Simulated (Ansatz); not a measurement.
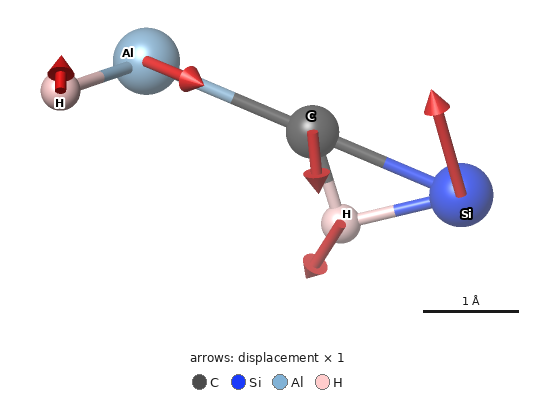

This is a relaxation of CH$_{2}$AlSi (multiplicity 2). The starting structure is drawn; red arrows show the displacements, at their true length. The two geometries are superimposed by the best rigid fit.

A ball-and-stick model, seen from a free direction.

It is one of the separated reactants of a reaction.

Theory: UKS PBE-D4/def2-SVP (Ansatz). Settings: force threshold 0.03 eV/Å; at most 250 steps.

Question: Atoms of which element are displaced furthest, and by how much?

Answer: Silicon: up to 1.27 Å, against 0.91 Å for hydrogen.

Question: What did the optimiser do to the structure, and how much energy did it gain?

Answer: The largest move after the best rigid fit is that of the Si atom, 1.27 Å. By element the largest moves are Si 1.27 Å, H 0.91 Å, Al 0.90 Å, C 0.71 Å. Among the contacts that change: H–Si 1.325 → 2.745 Å, Al–Si 3.605 → 2.400 Å, C–Si 1.703 → 1.768 Å, C–H 1.060 → 1.104 Å. Bonds break, among them: H–Si (1.32 → 2.75 Å). Bond angles that change, for instance: Si–C–Al 180.0° → 81.1°, Si–C–H 51.0° → 144.8°, C–Al–H 118.8° → 147.1°. After 17 geometry steps the energy has fallen by 2.634 eV. The largest force component goes from 7 to 0.015 eV/Å.
